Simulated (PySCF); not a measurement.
**Geometry relaxation of CH7N3W**

System: CH7N3W (W(CH)(NH2)3).
Method: PBE0-D3(BJ)/def2-SVP geometry optimisation, gas phase (PySCF 2.14.0).

It belongs to a series of runs on one base structure; here: ligand (all three): Cl to NH2.

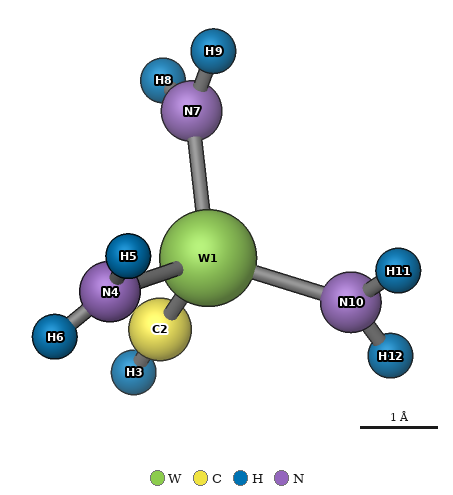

Fig. 1: The structure as given in the input (ball-and-stick view, seen at a tilt; atoms are numbered from 1 in the order of the input). Sticks mark near contacts. Bond lengths as drawn: C–H 1.06 Å, C–W 1.84 Å, H–N 0.93 to 1.03 Å and N–W 1.95 to 2.05 Å.

### Key numbers

- outcome: converged
- total energy: −273.308339 hartree
- dipole moment: 2.57 D
- point group: C3v
- hardware: 1 CPU thread, shared host
- wall time: 61 s
- peak memory: 0.49 GiB

### Input
```
{"job": {"xc": "PBE0", "basis": "def2-SVP", "d3": "d3bj", "grid": 1, "maxiter": 30, "shake": 0.03, "kind": "geom"}, "charge": 0, "multiplicity": 1}
W      0.061060    -0.076600     0.035300
C     -0.010430    -0.002580     1.873400
H     -0.049860     0.008760     2.933650
N      2.027450    -0.020330    -0.421790
H      2.209200    -0.055480    -1.428820
H      2.753970    -0.018570     0.160900
N     -0.915280     1.675030    -0.411690
H     -1.307370     2.429780     0.150440
H     -1.095870     1.945780    -1.340890
N     -0.996030    -1.667710    -0.363080
H     -1.165780    -1.926720    -1.350100
H     -1.395600    -2.374100     0.213670
```

The first line tells a small driver script what to run in PySCF; the rest is the geometry in Å.

Launched with:
```bash
OMP_NUM_THREADS=1 python <driver script> task.json out
```

### Log
```
step   0  E = -273.28034160  max force = 0.115456
step   1  E = -273.30304762  max force = 0.070067
step   2  E = -273.30709699  max force = 0.028887
step   3  E = -273.30811103  max force = 0.007388
step   4  E = -273.30827295  max force = 0.002621
step   5  E = -273.30832378  max force = 0.000792
step   6  E = -273.30833572  max force = 0.000544
step   7  E = -273.30833941  max force = 0.000229
optimisation converged
```

### Trajectory as extended XYZ (Å, eV, eV/Å), 8 frames, from step=0 to step=7
```
12
Properties=species:S:1:pos:R:3:forces:R:3 step=0 energy=-7436.33687
W     0.0611   -0.0766    0.0353   -0.4227   2.6491   4.2796
C    -0.0104   -0.0026    1.8734    0.4586  -0.4584  -5.6018
H    -0.0499    0.0088    2.9337   -0.0522   0.0598   1.2832
N     2.0274   -0.0203   -0.4218   -5.9370  -0.3067  -3.0801
H     2.2092   -0.0555   -1.4288    0.5795   0.0208   0.4602
H     2.7540   -0.0186    0.1609    4.0686   0.0110   2.7398
N    -0.9153    1.6750   -0.4117    0.9547  -1.6187   1.5523
H    -1.3074    2.4298    0.1504    0.2454  -0.4899   0.4137
H    -1.0959    1.9458   -1.3409   -0.1431   0.1785  -1.8381
N    -0.9960   -1.6677   -0.3631    0.4889   0.3273  -1.4083
H    -1.1658   -1.9267   -1.3501    0.1093   0.1454   0.4957
H    -1.3956   -2.3741    0.2137   -0.3499  -0.5183   0.7038
12
Properties=species:S:1:pos:R:3:forces:R:3 step=1 energy=-7436.95473
W     0.0295   -0.0232    0.0373   -0.1248  -0.2296  -3.4478
C     0.0044    0.0255    1.7203    0.1319   0.0126   3.6030
H    -0.0109    0.0339    2.8114   -0.0036   0.0280   0.0514
N     1.9268   -0.0082   -0.4220    0.0000  -0.1304  -0.0449
H     2.2597   -0.0469   -1.3817    0.1099   0.0088   0.0092
H     2.6855   -0.0127    0.2384    0.3982   0.0143   0.0695
N    -0.8916    1.6165   -0.4112   -0.3673   0.6759   0.0396
H    -1.2329    2.2915    0.2653   -0.0505   0.0287  -0.1642
H    -1.0984    1.9205   -1.3604    0.0242   0.0018   0.0132
N    -0.9978   -1.6301   -0.3633   -0.1526  -0.5451  -0.3573
H    -1.1732   -1.9109   -1.3313    0.0507   0.0711   0.1151
H    -1.3855   -2.3388    0.2482   -0.0162   0.0639   0.1130
12
Properties=species:S:1:pos:R:3:forces:R:3 step=2 energy=-7437.06492
W     0.0140   -0.0102    0.0226   -0.0939  -0.2273   1.4854
C     0.0220    0.0169    1.7949    0.0309  -0.0366  -1.3050
H     0.0275    0.0178    2.8919   -0.0015   0.0167  -0.1438
N     1.9230   -0.0179   -0.4315    0.2488  -0.0833   0.3633
H     2.2933   -0.0550   -1.3768   -0.0282   0.0113  -0.1230
H     2.6943   -0.0264    0.2366   -0.2066   0.0131  -0.2132
N    -0.9154    1.6454   -0.4286   -0.0913   0.1595  -0.1506
H    -1.2691    2.3261    0.2328   -0.0515   0.0680  -0.0548
H    -1.1098    1.9405   -1.3881    0.0422  -0.0417   0.1860
N    -1.0019   -1.6433   -0.3890    0.0912  -0.0490  -0.0152
H    -1.1743   -1.9319   -1.3508    0.0058   0.0228  -0.0450
H    -1.3881   -2.3447    0.2368    0.0542   0.1466   0.0158
12
Properties=species:S:1:pos:R:3:forces:R:3 step=3 energy=-7437.09251
W     0.0130   -0.0143    0.0366   -0.0928   0.3799   0.0172
C     0.0234    0.0067    1.7816    0.0135  -0.0531  -0.1200
H     0.0304    0.0080    2.8749   -0.0021   0.0170  -0.0142
N     1.9287   -0.0288   -0.4160   -0.1492  -0.0721   0.1340
H     2.2676   -0.0627   -1.3755    0.0159   0.0114  -0.0033
H     2.7088   -0.0406    0.2334   -0.0319   0.0075  -0.0823
N    -0.9258    1.6622   -0.4177    0.1349  -0.2415   0.0401
H    -1.2987    2.3647    0.2102    0.0084  -0.0295   0.0560
H    -1.1044    1.9436   -1.3801    0.0275  -0.0351  -0.0258
N    -0.9904   -1.6459   -0.3876    0.0617  -0.0630  -0.0464
H    -1.1605   -1.9347   -1.3504    0.0107   0.0294   0.0032
H    -1.3765   -2.3410    0.2415    0.0035   0.0491   0.0413
12
Properties=species:S:1:pos:R:3:forces:R:3 step=4 energy=-7437.09692
W     0.0095   -0.0061    0.0358    0.0293  -0.0236  -0.0467
C     0.0195    0.0094    1.7762   -0.0055  -0.0145   0.1151
H     0.0258    0.0120    2.8682   -0.0005   0.0098   0.0279
N     1.9178   -0.0309   -0.4107   -0.0229  -0.0428  -0.0374
H     2.2477   -0.0637   -1.3739    0.0318   0.0131   0.0177
H     2.7016   -0.0446    0.2303    0.0517   0.0049  -0.0094
N    -0.9196    1.6545   -0.4155   -0.0722   0.1348   0.0079
H    -1.2949    2.3526    0.2163   -0.0007  -0.0108   0.0043
H    -1.0925    1.9360   -1.3782    0.0034   0.0054  -0.0483
N    -0.9818   -1.6408   -0.3900    0.0014  -0.0973  -0.0729
H    -1.1492   -1.9317   -1.3525   -0.0023   0.0101   0.0166
H    -1.3685   -2.3293    0.2449   -0.0134   0.0108   0.0252
12
Properties=species:S:1:pos:R:3:forces:R:3 step=5 energy=-7437.09830
W     0.0088   -0.0050    0.0367   -0.0105  -0.0068  -0.0407
C     0.0176    0.0088    1.7790   -0.0044  -0.0076   0.0371
H     0.0232    0.0130    2.8717   -0.0004   0.0062   0.0023
N     1.9182   -0.0340   -0.4118   -0.0098  -0.0306   0.0069
H     2.2531   -0.0637   -1.3733   -0.0004   0.0109  -0.0029
H     2.7040   -0.0477    0.2278    0.0132   0.0051  -0.0037
N    -0.9222    1.6598   -0.4170   -0.0097   0.0205   0.0062
H    -1.2983    2.3549    0.2176   -0.0044  -0.0014  -0.0079
H    -1.0925    1.9424   -1.3807    0.0051   0.0006   0.0031
N    -0.9797   -1.6444   -0.3920    0.0289  -0.0231  -0.0150
H    -1.1484   -1.9374   -1.3532   -0.0010   0.0099   0.0022
H    -1.3683   -2.3293    0.2462   -0.0066   0.0162   0.0124
12
Properties=species:S:1:pos:R:3:forces:R:3 step=6 energy=-7437.09863
W     0.0084   -0.0048    0.0373   -0.0074   0.0280   0.0130
C     0.0145    0.0076    1.7807   -0.0034  -0.0044  -0.0125
H     0.0185    0.0139    2.8736   -0.0004   0.0025  -0.0042
N     1.9177   -0.0377   -0.4107    0.0008  -0.0175   0.0068
H     2.2495   -0.0627   -1.3734   -0.0001   0.0075  -0.0028
H     2.7068   -0.0512    0.2254   -0.0024   0.0041  -0.0039
N    -0.9224    1.6619   -0.4168    0.0094  -0.0157  -0.0023
H    -1.3021    2.3568    0.2157   -0.0030  -0.0003  -0.0005
H    -1.0881    1.9446   -1.3814    0.0025   0.0010   0.0056
N    -0.9753   -1.6457   -0.3933    0.0140  -0.0161   0.0039
H    -1.1447   -1.9394   -1.3538   -0.0036   0.0024  -0.0028
H    -1.3674   -2.3260    0.2478   -0.0064   0.0085  -0.0004
12
Properties=species:S:1:pos:R:3:forces:R:3 step=7 energy=-7437.09873
W     0.0085   -0.0045    0.0378    0.0044  -0.0036   0.0008
C     0.0116    0.0071    1.7811   -0.0016   0.0019  -0.0068
H     0.0139    0.0151    2.8739   -0.0005  -0.0005  -0.0015
N     1.9182   -0.0401   -0.4093   -0.0036  -0.0061  -0.0006
H     2.2483   -0.0602   -1.3728   -0.0016   0.0043   0.0006
H     2.7088   -0.0524    0.2247   -0.0034   0.0027   0.0031
N    -0.9213    1.6620   -0.4173    0.0057  -0.0091  -0.0020
H    -1.3038    2.3561    0.2144   -0.0017   0.0007  -0.0003
H    -1.0835    1.9455   -1.3822   -0.0004   0.0023   0.0021
N    -0.9728   -1.6471   -0.3939    0.0118   0.0062   0.0094
H    -1.1432   -1.9411   -1.3542   -0.0030   0.0002  -0.0011
H    -1.3694   -2.3230    0.2488   -0.0061   0.0010  -0.0036
```

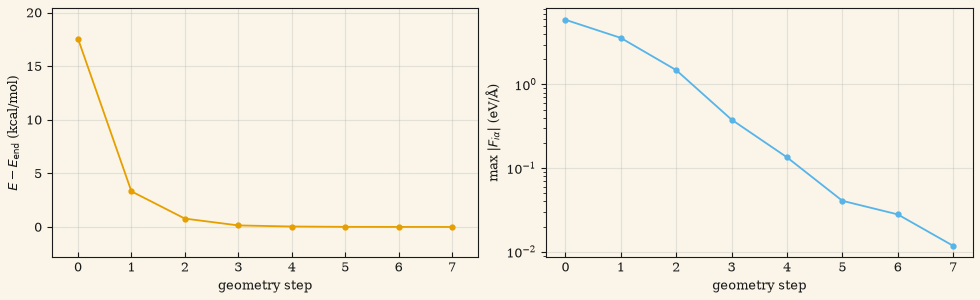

Fig. 2: Progress of the relaxation, step by step (steps are counted from 0).

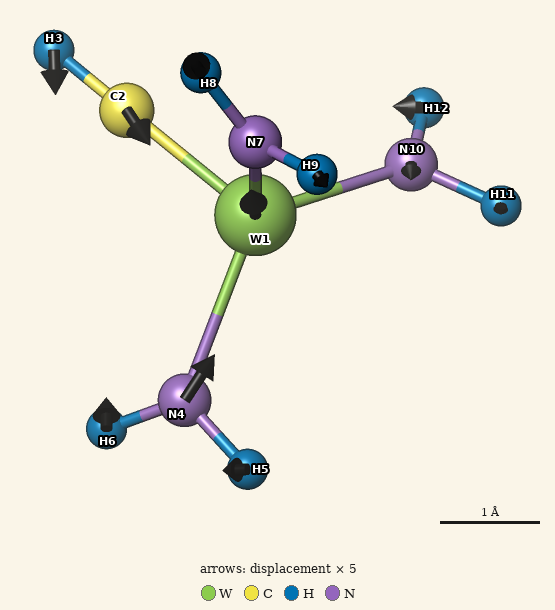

Fig. 3: The starting structure with the displacements as black arrows, magnified 5 times (ball-and-stick view, seen at a tilt). The two geometries are laid on each other by the best rigid fit. The energy falls by 17.6 kcal/mol in 7 geometry steps. The largest force component goes from 5.9 to 0.012 eV/Å. N4 moves most after the best rigid fit: 0.11 Å. By element the largest moves are N 0.11 Å, H 0.10 Å, C 0.10 Å, W 0.09 Å. Among the contacts that change: W1–C2 1.841 → 1.743 Å, W1–N7 2.055 → 1.962 Å, N4–H6 0.931 → 1.014 Å, W1–N4 2.020 → 1.962 Å. Among the angles that change: W1–N4–H5 113.2° → 122.1°, H5–N4–H6 118.5° → 109.8°, W1–N7–H8 133.9° → 128.0°. (Atoms are counted from 1 in the order of the input.)
